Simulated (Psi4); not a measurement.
# LiO (SMILES [Li][O]): levels of theory compared

Wanted: a comparison of 5 runs (UPBE0/def2-SVP, USVWN5/def2-SVP, UB3LYP/6-31G*, UB3LYP/6-311G**, UMP2/cc-pVQZ) of LiO. 

The calculation is run with Psi4 1.11.

6 further runs of the same task are left out: 5 that didn't finish, 1 set aside as unsound or not needed.

### Step 1. The structure to begin with

LiO: 2 atoms, total charge 0, spin state doublet. As SMILES, `[Li][O]`. Geometry: a GFN2-xTB relaxation, a rough one for these elements and not checked as a minimum.

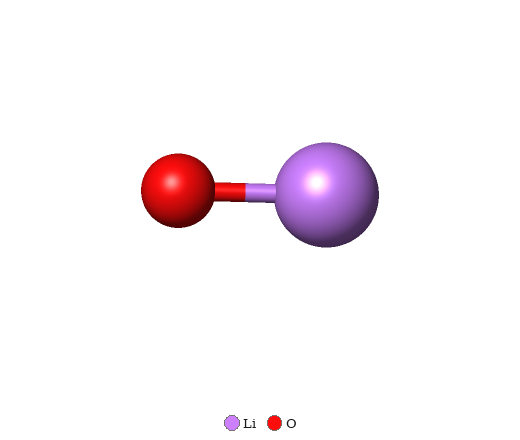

Viewed from a chosen angle; lithium purple, oxygen red.

### Step 2. Energy and gradient at UPBE0/def2-SVP (run 1)

File calc.py:

```python
import psi4

psi4.set_memory('1600 MB')
psi4.set_num_threads(1)
psi4.core.set_output_file('lio.out', False)

geom = psi4.geometry("""
0 2
Li     0.000000     0.000000     0.000000
O      0.000000     0.000000     1.565800
symmetry c1
no_reorient
no_com
""")

psi4.set_options({
    'basis': 'def2-SVP',
    'reference': 'uks',
    'puream': True,
    'e_convergence': 1e-09,
    'd_convergence': 1e-08,
    'scf_type': 'pk',
    'dft_radial_points': 99,
    'dft_spherical_points': 590,
    'maxiter': 200,
})

e, wfn = psi4.gradient("pbe0", molecule=geom, return_wfn=True)
psi4.oeprop(wfn, "QUADRUPOLE", "MAYER_INDICES", "WIBERG_LOWDIN_INDICES", title="PBE0")
print('gradient / Eh bohr^-1')
print(e.np.round(6))
print(f'energy = {wfn.energy():.10f} Eh')
```

On the command line:

```sh
python calc.py
```

lio.out:

```text
[...]
  Running in c1 symmetry.
[...]
  Nuclear repulsion =    8.111031457453059
[...]
  Multiplicity = 2
[...]
  Nalpha       = 6
  Nbeta        = 5
[...]
    Number of basis functions: 23
[...]
   @UKS iter   1:   -82.39234292705268   -4.59653e-01   2.14368e-02 ADIIS/DIIS
[...]
   @UKS iter  10:   -82.50451271484160   -1.10845e-12   5.14189e-09 DIIS
[...]
   @S^2 Observed:                7.530344787E-01
[...]
  @UKS Final Energy:   -82.50451271484160
   => Energetics <=
    Nuclear Repulsion Energy =              8.1110314574530591
    One-Electron Energy =                -130.6442183371162855
    Two-Electron Energy =                  47.9142430728388646
    DFT Exchange-Correlation Energy =      -7.8855689080172375
    Empirical Dispersion Energy =           0.0000000000000000
    VV10 Nonlocal Energy =                  0.0000000000000000
    Total Energy =                        -82.5045127148415816
[...]
  -Total Gradient:
     Atom            X                  Y                   Z
    ------   -----------------  -----------------  -----------------
       1        0.000000000972     0.000000000054     0.032574642608
       2       -0.000000000971    -0.000000000054    -0.032579753341
[...]
 Multipole Moments:
 ------------------------------------------------------------------------------------
     Multipole            Electronic (a.u.)      Nuclear  (a.u.)        Total (a.u.)
 ------------------------------------------------------------------------------------
 L = 1.  Multiply by 2.5417464519 to convert [e a0] to [Debye]
 Dipole X            :          0.0000000            0.0000000            0.0000000
 Dipole Y            :          0.0000000            0.0000000            0.0000000
 Dipole Z            :        -25.8652254           23.6714653           -2.1937600
 Magnitude           :                                                    2.1937600
 L = 2.  Multiply by 1.3450342976 to convert [e a0^2] to [Debye ang]
 Quadrupole XX       :         -6.3665106            0.0000000           -6.3665106
 Quadrupole XY       :         -0.0013572            0.0000000           -0.0013572
[...]
```

Standard output:

```text
gradient / Eh bohr^-1
[[ 0.        0.        0.032575]
 [-0.       -0.       -0.03258 ]]
energy = -82.5045127148 Eh
```

It took 3.3 s on 1 thread of Intel Xeon 6975P-C (Granite Rapids), shared host; peak memory 0.28 GiB.

### Step 3. A single-point energy at USVWN5/def2-SVP (run 2)

File lio.dat:

```
memory 1.6 GB

molecule {
  0 2
  Li
  O 1 R2

  R2 = 1.5658
  units angstrom
  symmetry c1
}

set basis def2-SVP
set reference uks
set puream true
set e_convergence 1e-09
set d_convergence 1e-08
set scf_type pk
set dft_radial_points 99
set dft_spherical_points 590
set maxiter 200

energy_value, wavefunction = energy("scf", dft_functional={"name": "SVWN5", "x_functionals": {"LDA_X": {}}, "c_functionals": {"LDA_C_VWN": {}}}, return_wfn=True)
```

On the command line:

```sh
psi4 lio.dat lio.out -n 1
```

lio.out:

```text
[...]
  Running in c1 symmetry.
[...]
  Nuclear repulsion =    8.111031457453059
[...]
  Multiplicity = 2
[...]
  Nalpha       = 6
  Nbeta        = 5
[...]
    Number of basis functions: 23
[...]
   @UKS iter   1:   -81.77120486138531   -2.86072e-01   2.44714e-02 ADIIS/DIIS
[...]
   @UKS iter  12:   -81.91456481986542   -1.42109e-13   4.36934e-09 DIIS
[...]
   @S^2 Observed:                7.536769279E-01
[...]
    Orbital Energies [Eh]
    ---------------------
    Alpha Occupied:
       1A    -18.531144     2A     -1.790068     3A     -0.708321
       4A     -0.236878     5A     -0.182939     6A     -0.181022
    Alpha Virtual:
       7A     -0.053889     8A      0.047100     9A      0.049432
      10A      0.051119    11A      0.134110    12A      0.504222
      13A      0.505847    14A      0.630631    15A      0.933364
      16A      0.962689    17A      0.973584    18A      1.169216
      19A      2.584682    20A      2.589349    21A      2.603988
      22A      2.652766    23A      2.721630
[...]
  @UKS Final Energy:   -81.91456481986542
   => Energetics <=
    Nuclear Repulsion Energy =              8.1110314574530591
    One-Electron Energy =                -130.4803991483590266
    Two-Electron Energy =                  50.2425760007151325
    DFT Exchange-Correlation Energy =      -9.7877731296745889
    Empirical Dispersion Energy =           0.0000000000000000
    VV10 Nonlocal Energy =                  0.0000000000000000
    Total Energy =                        -81.9145648198654186
[...]
 Multipole Moments:
 ------------------------------------------------------------------------------------
     Multipole            Electronic (a.u.)      Nuclear  (a.u.)        Total (a.u.)
 ------------------------------------------------------------------------------------
 L = 1.  Multiply by 2.5417464519 to convert [e a0] to [Debye]
 Dipole X            :         -0.0000000            0.0000000           -0.0000000
 Dipole Y            :         -0.0000000            0.0000000           -0.0000000
 Dipole Z            :         -3.1052918            1.0471304           -2.0581614
 Magnitude           :                                                    2.0581614
[...]
```

Run time: 2 s. Hardware: 1 thread of Intel Xeon 6975P-C (Granite Rapids), shared host; peak memory 0.22 GiB.

Runs 3 to 4 aren't shown in full; the table further down has their settings and results.

### Step 4. Energy and gradient at UMP2/cc-pVQZ (density fitting, density fitting for correlation) (run 5)

File lio.sdf:

```

     RDKit          3D

  2  1  0  0  0  0  0  0  0  0999 V2000
    0.0000    0.0000    0.0000 Li  0  0  0  0  0  1  0  0  0  0  0  0
    0.0000    0.0000    1.5658 O   0  0  0  0  0  1  0  0  0  0  0  0
  2  1  1  0
M  RAD  1   2   2
M  END
$$$$
```

File run.py:

```python
import psi4
from rdkit import Chem

psi4.set_memory(1600000000)
psi4.set_num_threads(1)
psi4.set_output_file('psi4.out', False)

rd = Chem.SDMolSupplier('lio.sdf', removeHs=False, sanitize=False)[0]
xyz = rd.GetConformer().GetPositions()
atoms = '\n'.join(f'{a.GetSymbol()} {x:.4f} {y:.4f} {z:.4f}' for a, (x, y, z) in zip(rd.GetAtoms(), xyz))
geom = psi4.geometry('0 2\n' + atoms + '')

options = {'reference': 'uhf', 'scf_type': 'df', 'mp2_type': 'df', 'orbital_optimizer_package': 'ooo'}
psi4.set_options(options)

E, wfn = psi4.gradient('mp2/cc-pVQZ', return_wfn=True)
print('gradient / Eh bohr^-1')
print(E.np.round(6))
print(f'energy = {wfn.energy():.10f} Eh')
for k, v in sorted(psi4.core.scalar_variables().items()):
    print(f'{k:45s} {v:18.10f}')
```

On the command line:

```sh
python run.py
```

psi4.out:

```text
[...]
  Running in c2v symmetry.
[...]
  Nuclear repulsion =    8.111031457453059
[...]
  Multiplicity = 2
[...]
  Nalpha       = 6
  Nbeta        = 5
[...]
    Number of basis functions: 110
[...]
   @DF-UHF iter   1:   -82.24477526228117   -8.22448e+01   6.82179e-03 ADIIS+DIIS
[...]
   @DF-UHF iter  18:   -82.31321047945505    0.00000e+00   3.89028e-11 Converged
[...]
   @S^2 Observed:                7.584560723E-01
[...]
    Orbital Energies [Eh]
    ---------------------
    Alpha Occupied:
       1A1   -20.471487     2A1    -2.422303     3A1    -1.185989
       1B1    -0.505724     4A1    -0.437344     1B2    -0.413143
    Alpha Virtual:
       5A1    -0.005359     2B1     0.031995     2B2     0.033958
       6A1     0.051858     7A1     0.080234     3B1     0.111658
       3B2     0.115213     8A1     0.151355     1A2     0.180070
       9A1     0.180267     4B1     0.211770     4B2     0.221252
      10A1     0.232436    11A1     0.318710     5B1     0.328953
       5B2     0.335112     6B1     0.433656     6B2     0.433660
      12A1     0.437303     2A2     0.437570     7B1     0.441323
[...]
  @DF-UHF Final Energy:   -82.31321047945490
   => Energetics <=
    Nuclear Repulsion Energy =              8.1110314574530591
    One-Electron Energy =                -130.7783073353652696
    Two-Electron Energy =                  40.3540653984573083
    Total Energy =                        -82.3132104794548951
  UHF NO Occupations:
  HONO-2 :    4 A1 1.9981868
  HONO-1 :    1 B2 1.9981410
[...]
 Multipole Moments:
 ------------------------------------------------------------------------------------
     Multipole            Electronic (a.u.)      Nuclear  (a.u.)        Total (a.u.)
 ------------------------------------------------------------------------------------
 L = 1.  Multiply by 2.5417464519 to convert [e a0] to [Debye]
 Dipole X            :          0.0000000            0.0000000            0.0000000
 Dipole Y            :          0.0000000            0.0000000            0.0000000
 Dipole Z            :         -3.5328175            1.0471304           -2.4856871
 Magnitude           :                                                    2.4856871
[...]
	Warning: cc_lambda option is changed to TRUE
	For this residual convergence, default PCG convergence is:     1.00e-07
[...]
	DF-SCS-MP2 Total Energy (a.u.)     :   -82.58672782437108
	DF-SOS-MP2 Total Energy (a.u.)     :   -82.58815462530383
	DF-SCS(N)-MP2 Total Energy (a.u.)  :   -82.41734659284400
[...]
	DF-MP2 Total Energy (a.u.)         :   -82.58387422250559
[...]
```

On the terminal:

```text
gradient / Eh bohr^-1
[[ 0.       -0.        0.038509]
 [-0.        0.       -0.038509]]
energy = -82.5838742225 Eh
CURRENT CORRELATION ENERGY                         -0.2706637431
CURRENT ENERGY                                    -82.5838742225
CURRENT REFERENCE ENERGY                          -82.3132104795
HF KINETIC ENERGY                                  82.4168582262
HF POTENTIAL ENERGY                              -164.7300687056
HF TOTAL ENERGY                                   -82.3132104795
HF VIRIAL RATIO                                     1.9987423963
MP2 CORRELATION ENERGY                             -0.2706637431
MP2 DOUBLES ENERGY                                 -0.2706637431
MP2 OPPOSITE-SPIN CORRELATION ENERGY               -0.2114954968
MP2 SAME-SPIN CORRELATION ENERGY                   -0.0591682462
MP2 SINGLES ENERGY                                  0.0000000000
MP2 TOTAL ENERGY                                  -82.5838742225
NUCLEAR REPULSION ENERGY                            8.1110314575
ONE-ELECTRON ENERGY                              -130.7783073354
SCF ITERATION ENERGY                              -82.3132104795
SCF ITERATIONS                                     18.0000000000
SCF TOTAL ENERGY                                  -82.3132104795
SCS(N)-MP2 CORRELATION ENERGY                      -0.1041361134
SCS(N)-MP2 TOTAL ENERGY                           -82.4173465928
SCS-MP2 CORRELATION ENERGY                         -0.2735173449
SCS-MP2 TOTAL ENERGY                              -82.5867278244
SOS-MP2 CORRELATION ENERGY                         -0.2749441458
SOS-MP2 TOTAL ENERGY                              -82.5881546253
TWO-ELECTRON ENERGY                                40.3540653985
```

Run time: 4.2 s. Hardware: 1 thread of Intel Xeon 6975P-C (Granite Rapids), shared host; peak memory 0.73 GiB.

### Step 5. All runs side by side

```
run                                                            level      task  integrals  energy (Eh)  dipole moment (D)  HOMO energy (eV)  LUMO energy (eV)  wall time
  1                                                   UPBE0/def2-SVP  gradient         pk   -82.504513               5.58             -5.54             -1.35      3.3 s
  2                                                  USVWN5/def2-SVP    energy         pk   -81.914565               5.23             -4.15             -4.05        2 s
  3                              UB3LYP/6-31G* (spherical functions)  gradient         pk   -82.674592               5.65             -5.59             -2.25      3.9 s
  4                                                  UB3LYP/6-311G**  gradient         pk   -82.705244               5.65             -5.65             -2.31      3.6 s
  5  UMP2/cc-pVQZ (density fitting, density fitting for correlation)  gradient         df   -82.583874                  –             -9.84             -0.15      4.2 s
```

### Step 6. Results

| quantity | value |
| --- | --- |
| run 5: total energy | -82.58387 Eh |
| run 5: HOMO energy (Hartree–Fock orbitals) (highest over α and β) | -9.84 eV |
| run 5: LUMO energy (Hartree–Fock orbitals) (lowest over α and β) | -0.15 eV |
| run 5: correlation energy | -270.7 mEh |
| run 5: ⟨S²⟩ of the reference determinant | 0.758 |
| run 5: largest force on an atom | 1.980 eV/Å |

Over runs 1, 2, 3, 4 the dipole moment (its size) runs from 5.23 D (USVWN5/def2-SVP) to 5.65 D (UB3LYP/6-31G*). The two ends differ in method and basis. Totals of different functionals can't be ranked against each other. All runs together took 17 s, the longest 4.2 s.
